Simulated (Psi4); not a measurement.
# HF/3-21G run of SnTe (SMILES [Sn][Te])

Aim: the vertical ionisation energy of SnTe at HF/3-21G, from 2 runs. 

Program for the calculation: Psi4 1.11.

1 further run of the same task is left out (set aside as unsound or not needed).

## Step 1: The molecule

SnTe has 2 atoms, charge 0, and is taken as a singlet. SMILES: `[Sn][Te]`. The coordinates come from a PBE0-D4/def2-TZVP relaxation.

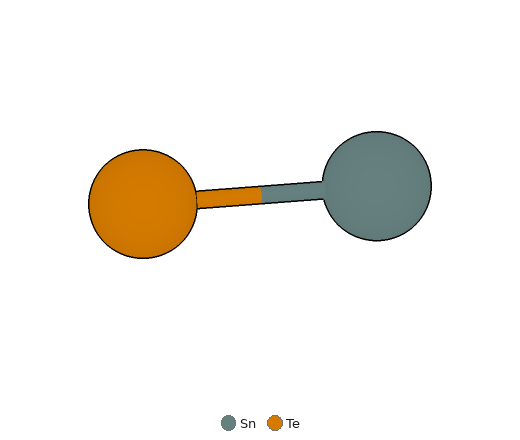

The structure, seen from a chosen angle (tin teal, tellurium orange).

## Step 2: Energy and gradient at HF/3-21G

File snte.inp:

```
memory 1.6 GB

molecule m {
  0 1
  Sn
  Te 1 r2

  r2 = 2.51789
  symmetry c1
  no_reorient
  no_com
}

set puream true
set e_convergence 1e-09
set d_convergence 1e-08
set scf_type pk

energy_value, wavefunction = gradient("hf/3-21G", return_wfn=True)
oeprop(wavefunction, "QUADRUPOLE", "MULLIKEN_CHARGES", "WIBERG_LOWDIN_INDICES")
```

On the command line:

```sh
$ psi4 snte.inp snte.out -n 1
```

snte.out, cut to the lines that bear on the results:

```text
[...]
  Running in c1 symmetry.
[...]
  Nuclear repulsion =  546.434017269221499
[...]
  Multiplicity = 1
[...]
  Nalpha       = 51
  Nbeta        = 51
[...]
    Number of basis functions: 62
[...]
   @RHF iter   1: -12578.85113686218392   -5.56446e+00   8.25172e-03 DIIS/ADIIS
[...]
   @RHF iter  10: -12579.02501631112864    1.81899e-12   1.42117e-09 DIIS
[...]
    Orbital Energies [Eh]
    ---------------------
    Doubly Occupied:
       1A   -1123.973586     2A   -1034.898065     3A   -171.863175
       4A   -160.413973     5A   -160.413711     6A   -160.413711
       7A   -156.243997     8A   -145.388558     9A   -145.388558
      10A   -145.388184    11A    -35.617680    12A    -31.556300
      13A    -30.684509    14A    -30.683547    15A    -30.683547
      16A    -26.930453    17A    -26.930453    18A    -26.928478
      19A    -22.355843    20A    -22.355574    21A    -22.355574
      22A    -22.354985    23A    -22.354985    24A    -19.097095
      25A    -19.097095    26A    -19.094914    27A    -19.094914
      28A    -19.094299    29A     -6.630612    30A     -5.573651
      31A     -4.851669    32A     -4.846324    33A     -4.846324
      34A     -3.955129    35A     -3.955129    36A     -3.951955
[...]
  @RHF Final Energy: -12579.02501631112864
   => Energetics <=
    Nuclear Repulsion Energy =            546.4340172692214992
    One-Electron Energy =              -18431.2298449503578013
    Two-Electron Energy =                5305.7708113700082322
    Total Energy =                     -12579.0250163111286383
[...]
  -Total Gradient:
     Atom            X                  Y                   Z
    ------   -----------------  -----------------  -----------------
       1       -0.000000000000    -0.000000000000     0.029256023122
       2        0.000000000000     0.000000000000    -0.029256023789
[...]
 Multipole Moments:
 ------------------------------------------------------------------------------------
     Multipole            Electronic (a.u.)      Nuclear  (a.u.)        Total (a.u.)
 ------------------------------------------------------------------------------------
 L = 1.  Multiply by 2.5417464519 to convert [e a0] to [Debye]
 Dipole X            :         -0.0000000            0.0000000           -0.0000000
 Dipole Y            :         -0.0000000            0.0000000           -0.0000000
 Dipole Z            :          3.5697115           -4.9597974           -1.3900859
 Magnitude           :                                                    1.3900859
 L = 2.  Multiply by 1.3450342976 to convert [e a0^2] to [Debye ang]
 Quadrupole XX       :        -41.2543547            0.0000000          -41.2543547
 Quadrupole XY       :         -0.0000000            0.0000000           -0.0000000
[...]
  Mulliken Charges: (a.u.)
   Center  Symbol    Alpha    Beta     Spin     Total
       1    SN    24.78258 24.78258  0.00000  0.43483
       2    TE    26.21742 26.21742  0.00000 -0.43483
   Total alpha = 51.00000, Total beta = 51.00000, Total charge = -0.00000
  Wiberg Bond Indices using Orthogonal Lowdin Orbitals:
[...]
```

Wall time 6 s (1 thread of Intel Xeon Platinum 8259CL at 2.50GHz (Skylake/Cascade Lake), shared host); peak memory 0.21 GiB.

## Step 3: The doublet cation: the energy at UHF/3-21G

File snte.xyz:

```xyz
2
SnTe
Sn     0.000000     0.000000     0.009440
Te     0.000000     0.000000     2.527330
```

File run.py:

```python
import numpy as np
from ase.calculators.psi4 import Psi4
from ase.io import read

a = read('snte.xyz')
calc = Psi4(atoms=a, method='scf', basis='3-21G', memory='1600MB', num_threads=1, charge=1, multiplicity=2, label='snte', reference='uhf')
calc.psi4.set_options({'puream': True, 'e_convergence': 1e-09, 'd_convergence': 1e-08, 'scf_type': 'pk', 'maxiter': 100})
a.calc = calc

print(f'energy: {a.get_potential_energy():.6f} eV')
```

On the command line:

```sh
$ python run.py
```

snte.dat, cut to the lines that bear on the results:

```text
[...]
  Running in c1 symmetry.
[...]
  Nuclear repulsion =  546.434017269221386
[...]
  Multiplicity = 2
[...]
  Nalpha       = 51
  Nbeta        = 50
[...]
    Number of basis functions: 62
[...]
   @UHF iter   1: -12578.62861140501263   -5.34194e+00   7.43699e-03 ADIIS/DIIS
[...]
   @UHF iter  13: -12578.73870333494597   -1.45519e-11   5.82814e-09 DIIS
[...]
   @S^2 Observed:                7.712931240E-01
[...]
    Orbital Energies [Eh]
    ---------------------
    Alpha Occupied:
       1A   -1124.214792     2A   -1035.128193     3A   -172.104511
       4A   -160.656961     5A   -160.654773     6A   -160.654564
       7A   -156.473878     8A   -145.618531     9A   -145.618079
      10A   -145.617838    11A    -35.860133    12A    -31.785733
      13A    -30.930185    14A    -30.925546    15A    -30.924326
      16A    -27.160235    17A    -27.158916    18A    -27.157318
      19A    -22.599403    20A    -22.598744    21A    -22.597732
      22A    -22.595043    23A    -22.595010    24A    -19.326555
      25A    -19.326465    26A    -19.324533    27A    -19.323586
      28A    -19.323316    29A     -6.877097    30A     -5.803027
      31A     -5.102839    32A     -5.093546    33A     -5.087120
      34A     -4.185621    35A     -4.181653    36A     -4.179925
[...]
  @UHF Final Energy: -12578.73870333494597
   => Energetics <=
    Nuclear Repulsion Energy =            546.4340172692213855
    One-Electron Energy =              -18407.2926373959853663
    Two-Electron Energy =                5282.1199167918184685
    Total Energy =                     -12578.7387033349459671
  UHF NO Occupations:
  HONO-2 :   49  A 1.9985429
  HONO-1 :   50  A 1.9908959
[...]
 Multipole Moments:
 ------------------------------------------------------------------------------------
     Multipole            Electronic (a.u.)      Nuclear  (a.u.)        Total (a.u.)
 ------------------------------------------------------------------------------------
 L = 1.  Multiply by 2.5417464519 to convert [e a0] to [Debye]
 Dipole X            :          0.0000000            0.0000000            0.0000000
 Dipole Y            :          0.0000000            0.0000000            0.0000000
 Dipole Z            :          3.5440404           -4.9597974           -1.4157570
 Magnitude           :                                                    1.4157570
[...]
```

Standard output:

```text
energy: -342284.914556 eV
```

Wall time 2.8 s (1 thread of Intel Xeon Platinum 8259CL at 2.50GHz (Skylake/Cascade Lake), shared host); peak memory 0.22 GiB.

## Step 4: Results

At HF/3-21G:

```
                                          quantity            value
                        singlet SnTe: total energy  -12579.02502 Eh
                       singlet SnTe: dipole moment           3.53 D
                         singlet SnTe: HOMO energy         -8.56 eV
                         singlet SnTe: LUMO energy         -0.30 eV
                       singlet SnTe: HOMO–LUMO gap          8.26 eV
            singlet SnTe: largest force on an atom       1.504 eV/Å
                      doublet cation: total energy  -12578.73870 Eh
doublet cation: HOMO energy (highest over α and β)        -14.12 eV
 doublet cation: LUMO energy (lowest over α and β)         -7.43 eV
                              doublet cation: ⟨S²⟩            0.771
vertical ionisation energy (to the doublet cation)         7.791 eV
```

In words: The vertical ionisation energy comes to 7.79 eV (180 kcal/mol). The largest force (singlet SnTe) is 1.50 eV/Å: the shape isn't a stationary point for this species at this level. The negative HOMO energy of the first species, 8.56 eV, lies 0.77 eV above that difference. Relativity is left out (singlet SnTe) although the molecule holds a heavy atom. Relativity is left out (doublet cation) although the molecule holds a heavy atom.
